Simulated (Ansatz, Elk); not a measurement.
**Bonding as seen by X-rays: Hf3Fe**

Structure refinements treat a crystal as free atoms side by side. For a made-up structure of Hf3Fe (cell and positions from a PBEsol relaxation) the runs below show what the calculated density changes in F(hkl).

Program: Elk 11.2.3 (patched build). Level of theory: DFT, PBE, all-electron APW+lo, Dirac cores, scalar-relativistic bands, static density, no spin. Results are calculated unless marked as measured.

The structure was built from a prototype and need not be the compound's stable phase.

**1. Set-up**

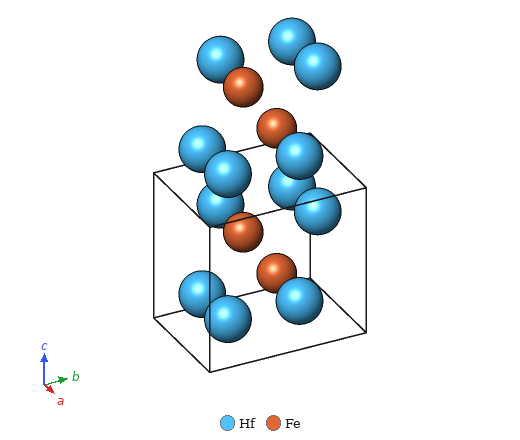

Start, viewed slightly off an axis; hafnium blue, iron orange. 1×1×2 cells are drawn.

**2. Ground state and structure factors**

An all-electron density is needed, since X-rays see the cores too. Task 0 finds the density and task 195 Fourier-transforms it; tshift is off so that phases refer to the origin typed.

Contents of elk.in:

```
tasks
  0
  195

xctype
  20

spinpol
  .false.

rgkmax
  7.0

gmaxvr
  14.0

lmaxo
  7

lmaxapw
  8

swidth
  0.002

tshift
  .false.

ramdisk
  .false.

hmaxvr
  5.5

maxscl
  120

epspot
  1e-06

sppath
  './'

avec
  11.89916263942 -0.00000000000 0.00000000000
  -5.94958131971 10.30497712950 -0.00000000000
  0.00000000000 -0.00000000000 8.09648295472

atoms
  2
  'Hf.in'
  6
  0.1810442277 0.8189557723 0.7500000000   0.000000 0.000000 0.000000
  0.1810442277 0.3620884554 0.7500000000   0.000000 0.000000 0.000000
  0.6379115446 0.8189557723 0.7500000000   0.000000 0.000000 0.000000
  0.8189557723 0.6379115446 0.2500000000   0.000000 0.000000 0.000000
  0.3620884554 0.1810442277 0.2500000000   0.000000 0.000000 0.000000
  0.8189557723 0.1810442277 0.2500000000   0.000000 0.000000 0.000000
  'Fe.in'
  2
  0.6666666667 0.3333333333 0.7500000000   0.000000 0.000000 0.000000
  0.3333333333 0.6666666667 0.2500000000   0.000000 0.000000 0.000000

ngridk
  4 4 5
```

Command:

```
$ OMP_NUM_THREADS=4 elk
```

Numbers of over 12 decimals in the logs are rounded to 6 here.

The log of the run:

```text
┌─────────────────────────┐
│ Elk code version 11.2.3 │
└─────────────────────────┘

All units are atomic (Hartree, Bohr, etc.)

┌─────────────────────────────────────────────────┐
│ Ground-state run starting from atomic densities │
└─────────────────────────────────────────────────┘

Lattice vectors :
   11.89916264      -0.000000000       0.000000000
  -5.949581320       10.30497713      -0.000000000
   0.000000000      -0.000000000       8.096482955

Reciprocal lattice vectors :
  0.5280359213      0.3048616813       0.000000000
   0.000000000      0.6097233626       0.000000000
   0.000000000       0.000000000      0.7760388483

Unit cell volume      :    992.7955886
Brillouin zone volume :   0.2498502373

Muffin-tin inner radius fraction :   0.1000000000E-01

Nuclei treated as point charges

Species : 1 (Hf)
 parameters loaded from : Hf.in
 name : hafnium
 nuclear charge    :   -72.00000000
 electronic charge :    72.00000000
 atomic mass :    325367.3659
 muffin-tin radius :    2.682214545
 number of radial points in muffin-tin :   1393
 inner part over the whole radius :   0.9947676687E-02
 number on inner part of muffin-tin    :    998
 approximate nuclear radius :   0.1000320365E-03
 number of mesh points to nuclear radius :    519
 atomic positions (lattice), magnetic fields (Cartesian) :
  1 :   0.18104423 -0.18104423 -0.25000000    0.00000000  0.00000000  0.00000000
  2 :   0.18104423  0.36208846 -0.25000000    0.00000000  0.00000000  0.00000000
  3 :  -0.36208846 -0.18104423 -0.25000000    0.00000000  0.00000000  0.00000000
  4 :  -0.18104423 -0.36208846  0.25000000    0.00000000  0.00000000  0.00000000
  5 :   0.36208846  0.18104423  0.25000000    0.00000000  0.00000000  0.00000000
  6 :  -0.18104423  0.18104423  0.25000000    0.00000000  0.00000000  0.00000000

Species : 2 (Fe)
 parameters loaded from : Fe.in
 name : iron
 nuclear charge    :   -26.00000000
 electronic charge :    26.00000000
 atomic mass :    101799.2075
 muffin-tin radius :    2.390237783
 number of radial points in muffin-tin :    993
 inner part over the whole radius :   0.9908155267E-02
 number on inner part of muffin-tin    :    700
 approximate nuclear radius :   0.7160107270E-04
 number of mesh points to nuclear radius :    332
 atomic positions (lattice), magnetic fields (Cartesian) :
  1 :  -0.33333333  0.33333333 -0.25000000    0.00000000  0.00000000  0.00000000
  2 :   0.33333333 -0.33333333  0.25000000    0.00000000  0.00000000  0.00000000

Total number of atoms per unit cell :    8
Total muffin-tin volume :    599.3803587
 ratio of muffin-tin to unit cell volume :   0.6037298771

Spin treatment :
 spin-unpolarised

Number of Bravais lattice symmetries :   24
Number of crystal symmetries         :   24
Crystal has inversion symmetry
Real symmetric eigensolver will be used

k-point grid :      4     4     5
k-point offset :    0.000000000       0.000000000       0.000000000
k-point set is reduced with full crystal symmetry group
Total number of k-points :       12

Muffin-tin radius times maximum |G+k| :    7.000000000
 using average radius
Maximum |G+k| for APW functions       :    2.682793728
Maximum (1/2)|G+k|²                   :    3.598691092
Maximum |G| for potential and density :    14.00000000
Constant for pseudocharge density :    9
 order of it for each species :   16  16
 order of it for pair densities of each species (exact exchange by exxq0 0: 17) :   10   7
Radial integration step length :    1

G-vector grid sizes :     54    54    40
Number of G-vectors :    45955

Maximum angular momentum used for
 APW functions            :    8
 outer part of muffin-tin :    7
 inner part of muffin-tin :    2

Total nuclear charge    :   -484.0000000
Total core charge       :    296.0000000
Total valence charge    :    188.0000000
Total excess charge     :    0.000000000
Total electronic charge :    484.0000000

Effective Wigner radius, rₛ :   0.7882100281

Number of empty states         :     32
Total number of valence states :    127
[...]
electron-nuclear            :     -214216.76629776
 Hartree                     :      28097.297876444
 Madelung                    :     -115946.33271744
 xc potential                :     -2559.4015438655
 exchange                    :     -1943.3103889185
 correlation                 :     -28.455879216745
 electron entropic           :    -0.26077014596523E-02
 total energy                :     -93131.073163685

Density of states at Fermi energy :    201.4188018
 (states/Hartree/unit cell)

Estimated indirect band gap :   0.1502834273E-02
 from k-point 2 to k-point 2
Estimated direct band gap   :   0.1502834273E-02
 at k-point 2

Charges :
 core                        :    296.0000000
 valence                     :    188.0000000
 interstitial                :    11.42583979
 muffin-tins (core leakage)
  species : 1 (Hf)
[...]
species : 2 (Fe)
[...]
total in muffin-tins        :    472.5741602
 total calculated charge     :    484.0001941
 total charge                :    484.0000000
 error                       :   0.1940823566E-03

RMS change in Kohn-Sham potential (target) :   0.4949395973     (  0.1000000000E-05)
Absolute change in total energy (target)   :   0.9465934628     (  0.1000000000E-03)

[... loops 3 to 19 left out ...]

┌──────────────────┐
│ Loop number : 20 │
└──────────────────┘

Energies :
 Fermi                       :     0.357110
 sum of occupied eigenvalues :     -56855.866018859
 electron kinetic            :      103914.88369512
 core electron kinetic       :      100398.52922563
 Coulomb                     :     -195075.85637087
 Coulomb potential           :     -158192.79522524
 nuclear-nuclear             :     -8941.7612314120
 electron-nuclear            :     -214283.60714947
 Hartree                     :      28149.512010014
 Madelung                    :     -115979.45875825
 xc potential                :     -2577.9544887372
 exchange                    :     -1943.0644232202
 correlation                 :     -28.466655976627
 electron entropic           :    -0.27160614647148E-02
 total energy                :     -93132.506471009

Density of states at Fermi energy :    200.6238968
 (states/Hartree/unit cell)

Estimated indirect band gap :   0.2239228379E-02
 from k-point 2 to k-point 10
Estimated direct band gap   :   0.4741425735E-02
 at k-point 5

Charges :
 core                        :    296.0000000
 valence                     :    188.0000000
 interstitial                :    11.73542388
 muffin-tins (core leakage)
  species : 1 (Hf)
[...]
species : 2 (Fe)
[...]
total in muffin-tins        :    472.2645761
 total calculated charge     :    484.0001083
 total charge                :    484.0000000
 error                       :   0.1082573649E-03

RMS change in Kohn-Sham potential (target) :   0.6995023965E-06 (  0.1000000000E-05)
Absolute change in total energy (target)   :   0.2178183058E-04 (  0.1000000000E-03)

Convergence targets achieved

┌──────────────────┐
│ Loop number : 21 │
└──────────────────┘

Energies :
 Fermi                       :     0.357110
 sum of occupied eigenvalues :     -56855.866080860
 electron kinetic            :      103914.88361975
 core electron kinetic       :      100398.52918656
 Coulomb                     :     -195075.85636043
 Coulomb potential           :     -158192.79520837
 nuclear-nuclear             :     -8941.7612314120
 electron-nuclear            :     -214283.60715148
 Hartree                     :      28149.512022465
 Madelung                    :     -115979.45875624
 xc potential                :     -2577.9544922387
 exchange                    :     -1943.0644197970
 correlation                 :     -28.466655946463
 electron entropic           :    -0.27160601583787E-02
 total energy                :     -93132.506532478

Density of states at Fermi energy :    200.6237534
 (states/Hartree/unit cell)

Estimated indirect band gap :   0.2239242351E-02
 from k-point 2 to k-point 10
Estimated direct band gap   :   0.4741401894E-02
 at k-point 5

Charges :
 core                        :    296.0000000
 valence                     :    188.0000000
 interstitial                :    11.73542554
 muffin-tins (core leakage)
  species : 1 (Hf)
[...]
atom 6                    :    70.32415325     (  0.5161824390E-06)
  species : 2 (Fe)
   atom 1                    :    25.15982748     ( -0.2255760769E-06)
   atom 2                    :    25.15982748     ( -0.2255760769E-06)
 total in muffin-tins        :    472.2645745
 total calculated charge     :    484.0001083
 total charge                :    484.0000000
 error                       :   0.1082566829E-03

┌──────────────────────────────┐
│ Self-consistent loop stopped │
└──────────────────────────────┘

Wrote STATE.OUT
```

Elapsed: 85 s, on 4 threads of Arm Neoverse V1, shared host; peak memory 0.36 GiB; 4.1 min of CPU time.

SFACRHO.OUT:

```text

h k l indices transformed by vhmat matrix:
   1.000000000       0.000000000       0.000000000    
   0.000000000       1.000000000       0.000000000    
   0.000000000       0.000000000       1.000000000    

      h      k      l  multipl.   |H|            Re(F)            Im(F)           |F|

      0      0      0      1   0.0000000       484.00000     -0.30856422E-16   484.00000    
      0      1      0      6  0.60972336       1.9884390      -0.0000000       1.9884390    
      0      0     -1      2  0.77603885     -0.69421774E-13  0.27555613E-13  0.74690659E-13
      0      1     -1      6  0.98691381       97.379334      -0.0000000       97.379334    
      1      0     -1      6  0.98691381      -97.379334     -0.13088916E-12   97.379334    
     -1     -1      0      6   1.0560718      -74.369631      0.10127666E-13   74.369631    
     -2      0      0      6   1.2194467      -200.97758      0.24800052E-12   200.97758    
      1      1      1     12   1.3105434     -0.90966614E-13 -0.27555613E-13  0.95048602E-13
      2     -2     -1      6   1.4454365       332.02126      0.28588949E-12   332.02126    
     -2      0      1      6   1.4454365      -332.02126      0.25144497E-12   332.02126    
      0      0      2      2   1.5520777      -387.64709      0.16106780E-15   387.64709    
      2     -3      0     12   1.6131764       107.09507      0.62000129E-13   107.09507    
     -1      0      2      6   1.6675454      -3.9803285      0.72333484E-13   3.9803285    
      1      0      2      6   1.6675454      -3.9803285     -0.48222323E-13   3.9803285    
     -1     -2      1     12   1.7901325       23.658146     -0.84389065E-13   23.658146    
      3     -2      1     12   1.7901325      -23.658146     -0.31000065E-12   23.658146    
     -3      0      0      6   1.8291701      -84.391557      0.40288269E-12   84.391557    
     -1     -1     -2     12   1.8772940       68.137906     -0.10310357E-13   68.137906
```

Elk indexes on the primitive cell of elk.in and gives |H| = 4π sin θ/λ in inverse bohr. Below, one row stands for each form hkl of the conventional cell (m members, Friedel mates merged), F is for one primitive cell and the density is static (no thermal factor). Free-atom factors are Waasmaier and Kirfel's, and R is Σm||F|−|F'||/Σm|F|.

| hkl | m | sin θ/λ (Å⁻¹) | abs F, DFT | neutral atoms | diff. |
| --- | --- | --- | --- | --- | --- |
| 100 | 6 | 0.092 | 1.988 | 2.284 | -0.296 |
| 001 | 2 | 0.117 | 0.000 | 0.000 | +0.000 |
| 101 | 12 | 0.148 | 97.379 | 97.756 | -0.377 |
| 110 | 6 | 0.159 | 74.370 | 75.063 | -0.694 |
| 200 | 6 | 0.183 | 200.978 | 201.210 | -0.232 |
| 111 | 12 | 0.197 | 0.000 | 0.000 | +0.000 |
| 201 | 12 | 0.217 | 332.021 | 333.406 | -1.385 |
| 002 | 2 | 0.233 | 387.647 | 389.369 | -1.722 |
| 210 | 12 | 0.243 | 107.095 | 107.317 | -0.222 |
| 102 | 12 | 0.251 | 3.980 | 3.734 | +0.247 |
| 211 | 24 | 0.269 | 23.658 | 23.397 | +0.261 |
| 300 | 6 | 0.275 | 84.392 | 84.300 | +0.091 |
| 112 | 12 | 0.282 | 68.138 | 67.875 | +0.263 |
| 202 | 12 | 0.297 | 174.692 | 175.019 | -0.327 |

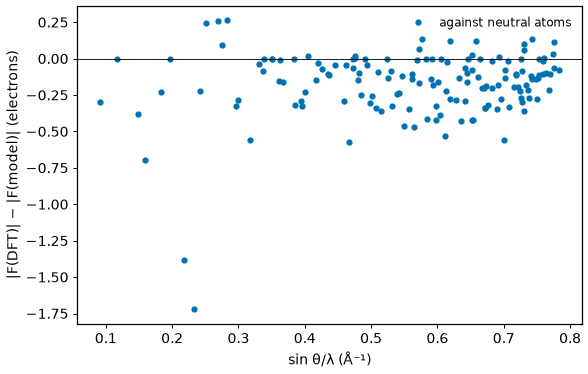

Difference between the calculated structure factors and the independent-atom ones.

**3. The highest occupied states alone**

An energy window below the Fermi level keeps the highest occupied states, to see at which angles they scatter; shallow core shells can lie inside it and anion s states outside. No new self-consistency is needed.

elk.in: that of step 2 with these lines changed.

```diff
@@ -1,3 +1,2 @@
 tasks
-  0
   195
@@ -40,2 +39,5 @@
 
+wsfac
+  -0.194130 0.657110
+
 sppath
```

Command:

```
$ OMP_NUM_THREADS=4 elk
```

The log of the run:

```text
┌─────────────────────────────────┐
│ Elk code version 11.2.3 started │
└─────────────────────────────────┘

Info(readinput): the functional depends on the density's gradient
 muffin-tin radial points multiplied by    2.00000
 (not where nrmtscf is given)

┌────────────────────┐
│ Current task : 195 │
└────────────────────┘
Info(checkmt): changed muffin-tin radius of species 1 (Hf) from   2.8000 to   2.6822
Info(checkmt): changed muffin-tin radius of species 2 (Fe) from   2.4000 to   2.3902

Info(sfacrho): density structure factors written to SFACRHO.OUT

 Energy window :  -0.1941300000      0.6571100000

┌──────────────────┐
│ Elk code stopped │
└──────────────────┘
```

Wall time 26 s (4 threads); peak memory 0.27 GiB; 33 s of CPU time.

States within 15 eV below the Fermi level hold 124.00 electrons; any levels below the window count with the cores. Their amplitudes can exceed the total, where window and core parts have opposite phase:

| hkl | sin θ/λ (Å⁻¹) | abs F, window | abs F, all |
| --- | --- | --- | --- |
| 100 | 0.092 | 0.700 | 1.988 |
| 001 | 0.117 | 0.000 | 0.000 |
| 101 | 0.148 | 19.588 | 97.379 |
| 110 | 0.159 | 14.376 | 74.370 |
| 200 | 0.183 | 40.746 | 200.978 |
| 111 | 0.197 | 0.000 | 0.000 |
| 201 | 0.217 | 64.199 | 332.021 |
| 002 | 0.233 | 73.727 | 387.647 |
| 210 | 0.243 | 20.858 | 107.095 |
| 102 | 0.251 | 1.323 | 3.980 |

**4. Another functional**

The difference from free atoms is small, so it is set against the change that LDA (Perdew-Wang) makes.

elk.in: that of step 3 with these lines changed.

```diff
@@ -1,2 +1,3 @@
 tasks
+  0
   195
@@ -4,3 +5,3 @@
 xctype
-  20
+  3
 
@@ -39,5 +40,2 @@
 
-wsfac
-  -0.194130 0.657110
-
 sppath
```

Command:

```
$ OMP_NUM_THREADS=4 elk
```

The log of the run:

```text
┌─────────────────────────┐
│ Elk code version 11.2.3 │
└─────────────────────────┘

All units are atomic (Hartree, Bohr, etc.)

┌─────────────────────────────────────────────────┐
│ Ground-state run starting from atomic densities │
└─────────────────────────────────────────────────┘

Lattice vectors :
   11.89916264      -0.000000000       0.000000000
  -5.949581320       10.30497713      -0.000000000
   0.000000000      -0.000000000       8.096482955

Reciprocal lattice vectors :
  0.5280359213      0.3048616813       0.000000000
[...]
valence                     :    188.0000000
 interstitial                :    11.55127997
 muffin-tins (core leakage)
  species : 1 (Hf)
[...]
species : 2 (Fe)
   atom 1                    :    25.17378033     ( -0.3610073888E-05)
   atom 2                    :    25.17378033     ( -0.3610073888E-05)
 total in muffin-tins        :    472.4487200
 total calculated charge     :    484.0000510
 total charge                :    484.0000000
 error                       :   0.5102272854E-04

┌──────────────────────────────┐
│ Self-consistent loop stopped │
└──────────────────────────────┘

Wrote STATE.OUT
[key lines of the parts left out:]
total energy                :     -93073.974391365
```

The job ended after 46 s (4 threads; peak memory 0.27 GiB).

Against the first run R = 0.01 %; the largest change is -0.118 at 220.

**5. Basis size**

The basis and the expansions that go with it are enlarged, to see whether the differences are converged.

elk.in: that of step 4 with these lines changed.

```diff
@@ -5,3 +5,3 @@
 xctype
-  3
+  20
 
@@ -11,12 +11,12 @@
 rgkmax
-  7.0
+  8.5
 
 gmaxvr
-  14.0
+  18.0
 
 lmaxo
-  7
+  9
 
 lmaxapw
-  8
+  10
```

Command:

```
$ OMP_NUM_THREADS=4 elk
```

The log of the run:

```text
┌─────────────────────────┐
│ Elk code version 11.2.3 │
└─────────────────────────┘

All units are atomic (Hartree, Bohr, etc.)

┌─────────────────────────────────────────────────┐
│ Ground-state run starting from atomic densities │
└─────────────────────────────────────────────────┘

Lattice vectors :
   11.89916264      -0.000000000       0.000000000
  -5.949581320       10.30497713      -0.000000000
   0.000000000      -0.000000000       8.096482955

Reciprocal lattice vectors :
  0.5280359213      0.3048616813       0.000000000
[...]
valence                     :    188.0000000
 interstitial                :    11.64878339
 muffin-tins (core leakage)
  species : 1 (Hf)
[...]
species : 2 (Fe)
   atom 1                    :    25.17698137     ( -0.2255761942E-06)
   atom 2                    :    25.17698137     ( -0.2255761942E-06)
 total in muffin-tins        :    472.3512166
 total calculated charge     :    484.0000367
 total charge                :    484.0000000
 error                       :   0.3669914832E-04

┌──────────────────────────────┐
│ Self-consistent loop stopped │
└──────────────────────────────┘

Wrote STATE.OUT
[key lines of the parts left out:]
total energy                :     -93132.567197626
```

It took 3.3 min on 4 threads; peak memory 0.68 GiB.

Against the first run R = 0.01 %; the largest change is -0.036 at 222.

**6. Settings against the effect**

| run | R against the first run (%) | R against neutral atoms, low angle (%) | wall time |
| --- | --- | --- | --- |
| PBE, rgkmax 7 | 0.00 | 0.38 | 85 s |
| LDA (Perdew-Wang) | 0.01 | 0.38 | 46 s |
| rgkmax 8.5 with larger expansions | 0.01 | 0.38 | 3.3 min |

**7. Outcome**

```yaml
r_against_neutral_atoms_sin_theta_lambda_0p3_a_minus1: 0.38 %
r_against_neutral_atoms_0p3_to_0p78_a_minus1: 0.22 %
```

**Reading.** Independent neutral atoms miss the calculated amplitudes by R = 0.38 % below 0.3 Å⁻¹ and 0.22 % from there to 0.78 Å⁻¹; by shells, 0.53 % below 0.15 Å⁻¹ (2 forms), 0.37 % 0.15 to 0.3 (11 forms), 0.12 % 0.3 to 0.45 (18 forms), 0.24 % above 0.45 (104 forms). Bonding, aspherical density and the tables' own atoms all enter these figures, and the runs don't part them. The largest change of an amplitude is -1.72 electrons, at 002. The window's part falls from 124.0 electrons at the origin to at most 40.10 between 0.45 and 0.78 Å⁻¹, where compact states inside the window still scatter. The window holds more than the 40 outer electrons of the free atoms, so shallow core shells lie inside it. Below 0.3 Å⁻¹ the changes that finished (LDA (Perdew-Wang) and rgkmax 8.5 with larger expansions) move F by R = 0.02 % at most, against the 0.38 % that separates it from free atoms. The k-mesh has no finished test. These runs have no spin, though d or f shells may be open. Spin-orbit coupling is left out, which can matter for elements this heavy. Part of the difference isn't bonding: the tables are fits to free atoms and ions calculated by other methods than this functional. Thermal motion, anomalous dispersion and extinction are left out.

[Logs are printed without paths, hosts, clocks, repeated set-up lines and the standing remarks that a program may print on its own settings, such as how far it seeks lower states.]

[Hosts, paths, dates, database ids (printed as entryN), source tags and the programs' standing remarks are cut or masked in the printed files.]
